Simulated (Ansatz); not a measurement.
# InHCl (SMILES [Cl][InH]), step by step

Wanted: a series of 16 runs (UHF/STO-3G, UHF/3-21G, UPBE/def2-SVP, USVWN5/def2-TZVP, U-r2SCAN/def2-TZVP) of ClHIn. 

The results are computed with Ansatz 0.2.0.

## 1. Starting point

InHCl: 3 atoms, total charge 0, spin state doublet. SMILES: `[Cl][InH]`. The shape is that of a PBE0-D4/def2-TZVP optimisation. The run starts from this shape.

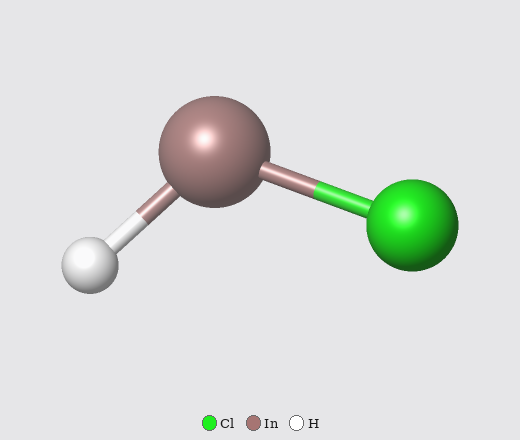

Viewed from a chosen angle; chlorine green, indium brown, hydrogen white.

## 2. A structure relaxation at UHF/STO-3G (start density atoms) (run 1)

molecule.yaml reads:

```yaml
crystal:
  periodic: [false, false, false]
  atoms:
    - symbol: Cl
      position_ang: [-1.649800, 0.396800, -0.867400]
    - symbol: In
      position_ang: [0.409500, 0.542400, 0.286100]
    - symbol: H
      position_ang: [1.229400, -1.003900, 0.568100]
basis:
  gaussian: {orbitals: STO-3G}
magnetization: {spin_polarized: true, initial_magnetization: 1}
hamiltonian: {xc: hf}
relax: {f_tol: 0.002}
output: {orbitals: {seedname: orbitals}}
```

Command:

```console
$ ansatz run molecule.yaml --threads 1 --pin off --max-ram 3480MiB --events-out events.jsonl --progress --plain --runs-dir runs
```

The program printed:

```text
Warning: RAYON_NUM_THREADS=1 ignored (pool sized by the plan → 1); use --threads N
The last accepted step is kept in runs//last_step.txt (removed where the run ends without a failure and the disk answers)
Functional definition: HF
  name "HF"
  exchange = exact_x
  correlation = 0
493 factors; integrals over basis functions are off by at most 6.5e-6 eV
mean field evaluation 1: about -167024.2710 eV, gradient 7.9e0 eV
mean field evaluation 2: about -167024.2850 eV, gradient 7.9e0 eV
mean field evaluation 4: about -167025.5130 eV, gradient 8.6e-1 eV
mean field evaluation 8: about -167025.5419 eV, gradient 1.7e-2 eV
mean field -167025.54190770 eV, -6138.0754511296 hartree, gradient 5.0e-5 eV, S^2 0.755530; 0 other end points of the search recorded, 0 dependent functions left out
the calculation of the forces begins
reference -167025.54190770 eV, -6138.0754511296 hartree; 34, 33 occupied and 3, 4 virtual orbitals, 493 factors
relax step   1: F+E_penalty+E_count = -167025.54190770 eV  Δ(F+E_penalty+E_count) = +0.000e0 eV  max|allowed force component| = 1.740e0 eV/Å  Δτ_max = 0.0000 Å  (31 SCF iters, accepted)
these checks for a lower state are left out or cut short: starts, cluster_reference, orbital_swaps, neighbouring_geometries, increment
493 factors; integrals over basis functions are off by at most 9.4e-6 eV
mean field evaluation 16: about -167025.7539 eV, gradient 4.0e-5 eV
mean field -167025.75387143 eV, -6138.0832406527 hartree, gradient 7.9e-5 eV, S^2 0.752362; 0 other end points of the search recorded, 0 dependent functions left out
the calculation of the forces begins
reference -167025.75387143 eV, -6138.0832406527 hartree; 34, 33 occupied and 3, 4 virtual orbitals, 493 factors
relax step   2: F+E_penalty+E_count = -167025.75387143 eV  Δ(F+E_penalty+E_count) = -2.120e-1 eV  max|allowed force component| = 9.971e-1 eV/Å  Δτ_max = 0.1946 Å  (28 SCF iters, accepted)
these checks for a lower state are left out or cut short: starts, cluster_reference, orbital_swaps, neighbouring_geometries, increment
493 factors; integrals over basis functions are off by at most 8.1e-6 eV
mean field -167025.79495544 eV, -6138.0847504625 hartree, gradient 8.1e-5 eV, S^2 0.752637; 0 other end points of the search recorded, 0 dependent functions left out
the calculation of the forces begins
reference -167025.79495544 eV, -6138.0847504625 hartree; 34, 33 occupied and 3, 4 virtual orbitals, 493 factors
relax step   3: F+E_penalty+E_count = -167025.79495544 eV  Δ(F+E_penalty+E_count) = -4.108e-2 eV  max|allowed force component| = 1.667e-1 eV/Å  Δτ_max = 0.0395 Å  (29 SCF iters, accepted)
these checks for a lower state are left out or cut short: starts, cluster_reference, orbital_swaps, neighbouring_geometries, increment
493 factors; integrals over basis functions are off by at most 7.9e-6 eV
mean field -167025.79630213 eV, -6138.0847999525 hartree, gradient 7.9e-5 eV, S^2 0.752721; 0 other end points of the search recorded, 0 dependent functions left out
the calculation of the forces begins
reference -167025.79630213 eV, -6138.0847999525 hartree; 34, 33 occupied and 3, 4 virtual orbitals, 493 factors
relax step   4: F+E_penalty+E_count = -167025.79630213 eV  Δ(F+E_penalty+E_count) = -1.347e-3 eV  max|allowed force component| = 1.062e-2 eV/Å  Δτ_max = 0.0078 Å  (23 SCF iters, accepted)
these checks for a lower state are left out or cut short: starts, cluster_reference, orbital_swaps, neighbouring_geometries, increment
493 factors; integrals over basis functions are off by at most 7.9e-6 eV
mean field evaluation 32: about -167025.7817 eV, gradient 6.2e-2 eV
mean field -167025.79630948 eV, -6138.0848002224 hartree, gradient 8.1e-5 eV, S^2 0.752716; 0 other end points of the search recorded, 0 dependent functions left out
the calculation of the forces begins
reference -167025.79630948 eV, -6138.0848002224 hartree; 34, 33 occupied and 3, 4 virtual orbitals, 493 factors
relax step   5: F+E_penalty+E_count = -167025.79630948 eV  Δ(F+E_penalty+E_count) = -7.344e-6 eV  max|allowed force component| = 2.164e-3 eV/Å  Δτ_max = 0.0013 Å  (24 SCF iters, accepted)
these checks for a lower state are left out or cut short: starts, cluster_reference, orbital_swaps, neighbouring_geometries, increment
493 factors; integrals over basis functions are off by at most 7.9e-6 eV
mean field -167025.79631037 eV, -6138.0848002550 hartree, gradient 8.1e-5 eV, S^2 0.752717; 0 other end points of the search recorded, 0 dependent functions left out
the calculation of the forces begins
reference -167025.79631037 eV, -6138.0848002550 hartree; 34, 33 occupied and 3, 4 virtual orbitals, 493 factors
relax step   6: F+E_penalty+E_count = -167025.79631037 eV  Δ(F+E_penalty+E_count) = -8.883e-7 eV  max|allowed force component| = 2.085e-4 eV/Å  Δτ_max = 0.0004 Å  (26 SCF iters, accepted)
493 factors; integrals over basis functions are off by at most 7.9e-6 eV
mean field -167025.79631037 eV, -6138.0848002550 hartree, gradient 8.1e-5 eV, S^2 0.752717; 1 other end points of the search recorded, 0 dependent functions left out
the calculation of the forces begins
reference -167025.79631037 eV, -6138.0848002550 hartree; 34, 33 occupied and 3, 4 virtual orbitals, 493 factors
Total energy: -167025.79631037 eV, -6138.0848002550 hartree
Atom 0 at    -1.567177     0.358534    -0.825993 Å, force    -0.000209     0.000026    -0.000112 eV/Å
Atom 1 at     0.433626     0.490867     0.293731 Å, force     0.000135     0.000020     0.000077 eV/Å
Atom 2 at     1.122651    -0.914102     0.519061 Å, force     0.000074    -0.000046     0.000036 eV/Å
Dipole moment:     0.681968     0.251348     0.404443 e Å
```

It took 5.1 s on 1 thread of Arm Neoverse V2, shared host; peak memory 0.11 GiB.

Steps, from the record of the run:

| step | energy from the first frame kept (eV) | largest force (eV/Å) |
| --- | --- | --- |
| 1 | 0.0000 | 2.0691 |
| 2 | -0.2120 | 1.1353 |
| 3 | -0.2530 | 0.1974 |
| 4 | -0.2544 | 0.0140 |
| 5 | -0.2544 | 0.0026 |
| 6 | -0.2544 | 0.0002 |

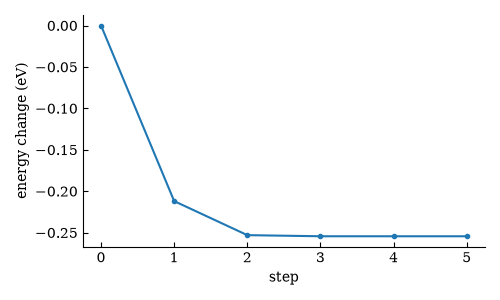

Energy along the run.

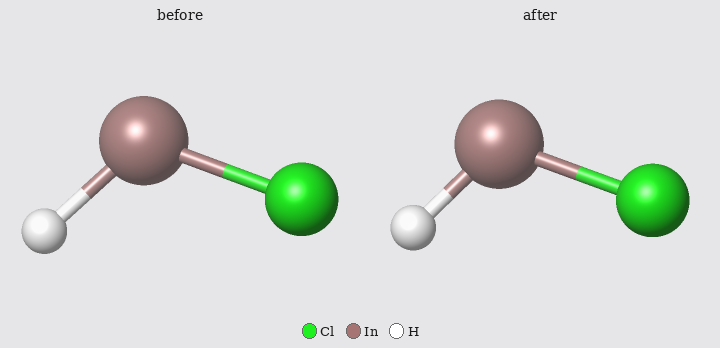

Before and after, at one scale.

After the run. Bond lengths: Cl1–In2 2.297 Å, In2–H3 1.581 Å. Angles: Cl1–In2–H3 113.5°.

## 3. The harmonic vibrations at UHF/STO-3G (start density atoms) (run 2)

in.yaml reads:

```yaml
crystal:
  periodic: [false, false, false]
  atoms:
    - {symbol: Cl, position_ang: [-1.567177, 0.358534, -0.825993]}
    - {symbol: In, position_ang: [0.433626, 0.490867, 0.293731]}
    - {symbol: H, position_ang: [1.122651, -0.914102, 0.519061]}
basis:
  gaussian: {orbitals: STO-3G}
phonons: {temperatures: {t_min: 298.15, t_max: 298.15, t_step: 1}}
hamiltonian: {xc: hf}
magnetization: {spin_polarized: true, initial_magnetization: 1}
```

Command:

```console
$ ansatz run in.yaml --threads 1 --pin off --max-ram 3480MiB --events-out events.jsonl --progress --plain --runs-dir runs
```

The program printed:

```text
Warning: RAYON_NUM_THREADS=1 ignored (pool sized by the plan → 1); use --threads N
[... 4 set-up lines as earlier in the session ...]
495 factors; integrals over basis functions are off by at most 7.5e-6 eV
mean field evaluation 1: about -167024.6577 eV, gradient 7.8e0 eV
mean field evaluation 2: about -167024.6753 eV, gradient 7.8e0 eV
mean field evaluation 4: about -167025.7746 eV, gradient 8.0e-1 eV
mean field evaluation 8: about -167025.7963 eV, gradient 1.5e-2 eV
mean field -167025.79632273 eV, -6138.0848007094 hartree, gradient 4.4e-5 eV, S^2 0.752717; 0 other end points of the search recorded, 0 dependent functions left out
the calculation of the forces begins
reference -167025.79632273 eV, -6138.0848007094 hartree; 34, 33 occupied and 3, 4 virtual orbitals, 495 factors
these checks for a lower state are left out or cut short: stability, starts, cluster_reference, orbital_swaps, neighbouring_geometries, increment
495 factors; integrals over basis functions are off by at most 7.5e-6 eV
mean field evaluation 16: about -167025.7963 eV, gradient 8.1e-5 eV
mean field -167025.79627628 eV, -6138.0847990023 hartree, gradient 2.8e-6 eV, S^2 0.752716; 0 other end points of the search recorded, 0 dependent functions left out
the calculation of the forces begins
reference -167025.79627628 eV, -6138.0847990023 hartree; 34, 33 occupied and 3, 4 virtual orbitals, 495 factors
these checks for a lower state are left out or cut short: stability, starts, cluster_reference, orbital_swaps, neighbouring_geometries, increment
495 factors; integrals over basis functions are off by at most 7.4e-6 eV
mean field -167025.79627770 eV, -6138.0847990545 hartree, gradient 2.8e-6 eV, S^2 0.752718; 0 other end points of the search recorded, 0 dependent functions left out
the calculation of the forces begins
reference -167025.79627770 eV, -6138.0847990545 hartree; 34, 33 occupied and 3, 4 virtual orbitals, 495 factors
these checks for a lower state are left out or cut short: stability, starts, cluster_reference, orbital_swaps, neighbouring_geometries, increment
495 factors; integrals over basis functions are off by at most 7.5e-6 eV
mean field evaluation 32: about -167025.7963 eV, gradient 8.1e-5 eV
mean field -167025.79632163 eV, -6138.0848006690 hartree, gradient 2.8e-6 eV, S^2 0.752718; 0 other end points of the search recorded, 0 dependent functions left out
the calculation of the forces begins
reference -167025.79632163 eV, -6138.0848006690 hartree; 34, 33 occupied and 3, 4 virtual orbitals, 495 factors
these checks for a lower state are left out or cut short: stability, starts, cluster_reference, orbital_swaps, neighbouring_geometries, increment
495 factors; integrals over basis functions are off by at most 7.5e-6 eV
mean field -167025.79632171 eV, -6138.0848006720 hartree, gradient 2.8e-6 eV, S^2 0.752716; 0 other end points of the search recorded, 0 dependent functions left out
the calculation of the forces begins
reference -167025.79632171 eV, -6138.0848006720 hartree; 34, 33 occupied and 3, 4 virtual orbitals, 495 factors
these checks for a lower state are left out or cut short: stability, starts, cluster_reference, orbital_swaps, neighbouring_geometries, increment
495 factors; integrals over basis functions are off by at most 7.4e-6 eV
mean field -167025.79627018 eV, -6138.0847987783 hartree, gradient 2.8e-6 eV, S^2 0.752714; 0 other end points of the search recorded, 0 dependent functions left out
the calculation of the forces begins
reference -167025.79627018 eV, -6138.0847987783 hartree; 34, 33 occupied and 3, 4 virtual orbitals, 495 factors
these checks for a lower state are left out or cut short: stability, starts, cluster_reference, orbital_swaps, neighbouring_geometries, increment
495 factors; integrals over basis functions are off by at most 7.5e-6 eV
mean field -167025.79626911 eV, -6138.0847987390 hartree, gradient 2.8e-6 eV, S^2 0.752720; 0 other end points of the search recorded, 0 dependent functions left out
the calculation of the forces begins
reference -167025.79626911 eV, -6138.0847987390 hartree; 34, 33 occupied and 3, 4 virtual orbitals, 495 factors
these checks for a lower state are left out or cut short: stability, starts, cluster_reference, orbital_swaps, neighbouring_geometries, increment
495 factors; integrals over basis functions are off by at most 7.5e-6 eV
mean field evaluation 64: about -167025.7963 eV, gradient 8.1e-5 eV
mean field -167025.79630439 eV, -6138.0848000353 hartree, gradient 2.8e-6 eV, S^2 0.752706; 0 other end points of the search recorded, 0 dependent functions left out
the calculation of the forces begins
reference -167025.79630439 eV, -6138.0848000353 hartree; 34, 33 occupied and 3, 4 virtual orbitals, 495 factors
these checks for a lower state are left out or cut short: stability, starts, cluster_reference, orbital_swaps, neighbouring_geometries, increment
495 factors; integrals over basis functions are off by at most 7.5e-6 eV
mean field -167025.79630437 eV, -6138.0848000346 hartree, gradient 2.8e-6 eV, S^2 0.752729; 0 other end points of the search recorded, 0 dependent functions left out
the calculation of the forces begins
reference -167025.79630437 eV, -6138.0848000346 hartree; 34, 33 occupied and 3, 4 virtual orbitals, 495 factors
these checks for a lower state are left out or cut short: stability, starts, cluster_reference, orbital_swaps, neighbouring_geometries, increment
495 factors; integrals over basis functions are off by at most 7.5e-6 eV
mean field -167025.79631002 eV, -6138.0848002421 hartree, gradient 2.8e-6 eV, S^2 0.752722; 0 other end points of the search recorded, 0 dependent functions left out
the calculation of the forces begins
reference -167025.79631002 eV, -6138.0848002421 hartree; 34, 33 occupied and 3, 4 virtual orbitals, 495 factors
these checks for a lower state are left out or cut short: stability, starts, cluster_reference, orbital_swaps, neighbouring_geometries, increment
495 factors; integrals over basis functions are off by at most 7.5e-6 eV
mean field -167025.79630969 eV, -6138.0848002300 hartree, gradient 2.8e-6 eV, S^2 0.752713; 0 other end points of the search recorded, 0 dependent functions left out
the calculation of the forces begins
reference -167025.79630969 eV, -6138.0848002300 hartree; 34, 33 occupied and 3, 4 virtual orbitals, 495 factors
these checks for a lower state are left out or cut short: stability, starts, cluster_reference, orbital_swaps, neighbouring_geometries, increment
495 factors; integrals over basis functions are off by at most 7.5e-6 eV
mean field evaluation 96: about -167025.7963 eV, gradient 8.1e-5 eV
mean field -167025.79630623 eV, -6138.0848001031 hartree, gradient 2.8e-6 eV, S^2 0.752728; 0 other end points of the search recorded, 0 dependent functions left out
the calculation of the forces begins
reference -167025.79630623 eV, -6138.0848001031 hartree; 34, 33 occupied and 3, 4 virtual orbitals, 495 factors
these checks for a lower state are left out or cut short: stability, starts, cluster_reference, orbital_swaps, neighbouring_geometries, increment
495 factors; integrals over basis functions are off by at most 7.5e-6 eV
mean field -167025.79630616 eV, -6138.0848001004 hartree, gradient 2.8e-6 eV, S^2 0.752707; 0 other end points of the search recorded, 0 dependent functions left out
the calculation of the forces begins
reference -167025.79630616 eV, -6138.0848001004 hartree; 34, 33 occupied and 3, 4 virtual orbitals, 495 factors
Total energy: -167025.79632273 eV, -6138.0848007094 hartree
Atom 0 at    -1.567177     0.358534    -0.825993 Å, force    -0.000208     0.000021    -0.000113 eV/Å
Atom 1 at     0.433626     0.490867     0.293731 Å, force     0.000146    -0.000002     0.000081 eV/Å
Atom 2 at     1.122651    -0.914102     0.519061 Å, force     0.000062    -0.000019     0.000032 eV/Å
Dipole moment:     0.681969     0.251347     0.404444 e Å
Vibrations: 380.69 623.61 1902.29 cm⁻¹, zero-point energy 0.180186 eV
```

Run time: 7.5 s. Hardware: 1 thread of Arm Neoverse V2, shared host; peak memory 0.11 GiB.

Runs 3 to 11 aren't shown in full; the table further down has their settings and results.

(Part 1 of 2 ends here.)
